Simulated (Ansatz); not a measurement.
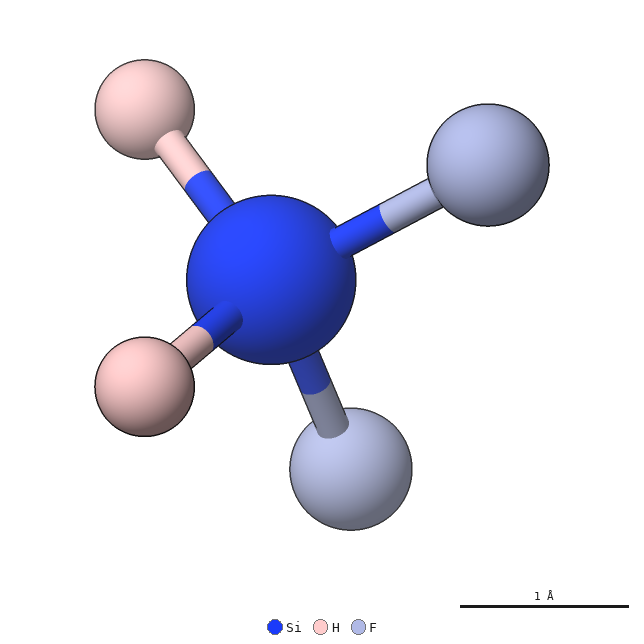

Ball-and-stick drawing of a structure.

The computed structure is the end point of a PBE0-D4/def2-TZVP optimisation.

What does the picture show?

It has 5 atoms: 2 fluorine, 2 hydrogen and 1 silicon (F2H2Si). The point group is C2v. Coordination: 1 Si tetrahedral.

The parts below concern this one geometry. Atoms keep their numbers from picture to picture.

**Geometry**

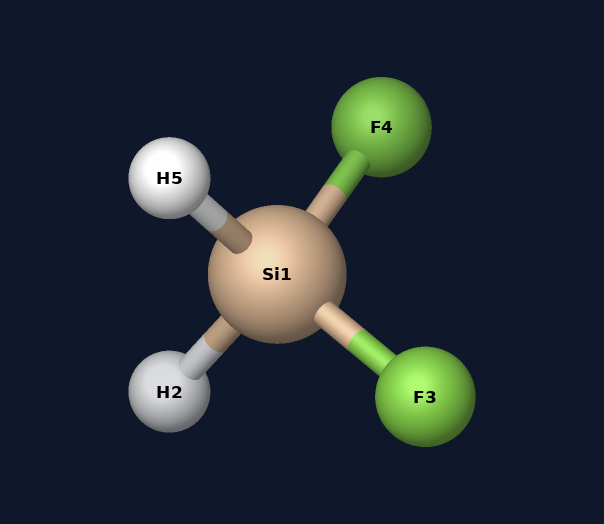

Atoms carry their numbers in the input.

Which atoms are bonded, and how long are the bonds?

| bond | length (Å) |
| --- | --- |
| Si1–H2 | 1.475 |
| Si1–F3 | 1.586 |
| Si1–F4 | 1.586 |
| Si1–H5 | 1.475 |

**Electronic properties**

Method: RKS PBE0-D4/def2-TZVPP (Ansatz 0.2.0).

Computed properties:

- HOMO energy (Kohn–Sham orbital): −9.88 eV
- LUMO energy (Kohn–Sham orbital): 0.31 eV
- HOMO–LUMO gap: 10.19 eV

**Vibrations**

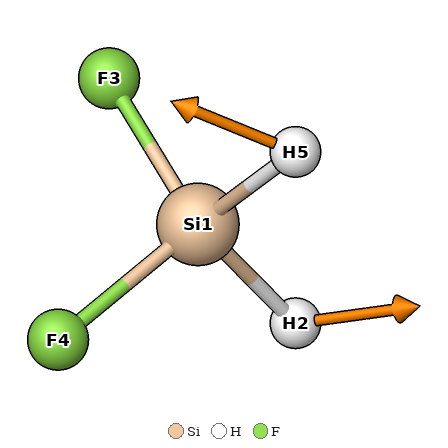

The arrows show one normal mode. Harmonic vibrations computed with RKS PBE0-D4/def2-TZVP (Ansatz 0.2.0) at a stationary point of the same level.

**What kind of motion is it?**

Mostly F–Si–H bending.

**At what wavenumber does it lie?**

709 cm⁻¹; it is mode 2 of 9 counted from the lowest.

**Dipole moment**

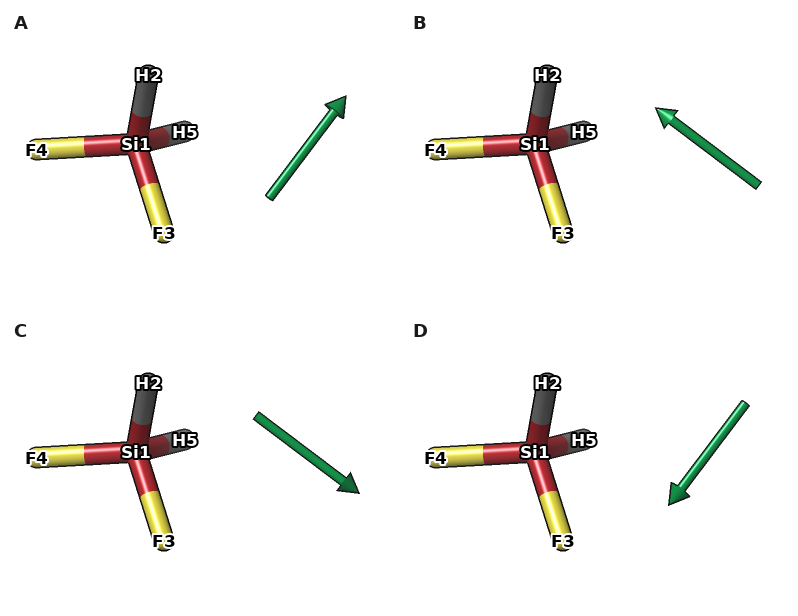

The same molecule four times, each with an arrow. Level of theory: RKS PBE0-D4/def2-TZVP (Ansatz 0.2.0).

**Which arrow points along the dipole moment, from the negative to the positive end?**

A. The dipole moment is 1.47 D; it points from the side of F3, F4 to the side of H2, H5 (the outermost atoms at the two ends).
